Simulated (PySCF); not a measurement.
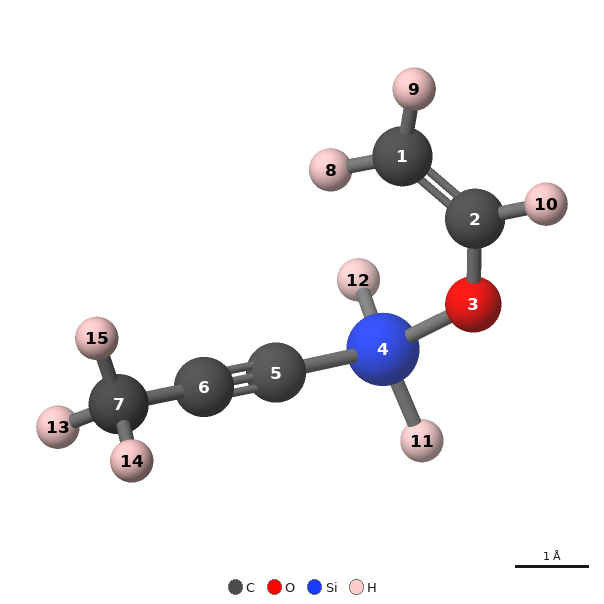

The view is orthographic, and the bar gives the scale. Computed geometry: PBE0-D3(BJ)/def2-SVP optimisation. No frequency run is at hand to confirm it as a minimum.

Give an XYZ file in the frame of the picture: x to the right, y up, z towards the viewer, origin at the mean of the atomic positions.

```xyz
15
C5H8OSi
C    1.25   2.09   0.27
C    2.25   1.22   0.14
O    2.23   0.03  -0.49
Si   0.97  -0.59  -1.42
C   -0.51  -0.91  -0.41
C   -1.51  -1.11   0.26
C   -2.69  -1.35   1.06
H    0.25   1.90  -0.14
H    1.41   3.02   0.81
H    3.24   1.43   0.58
H    1.52  -1.86  -1.97
H    0.64   0.38  -2.50
H   -3.54  -1.67   0.42
H   -2.51  -2.14   1.80
H   -3.00  -0.44   1.59
```
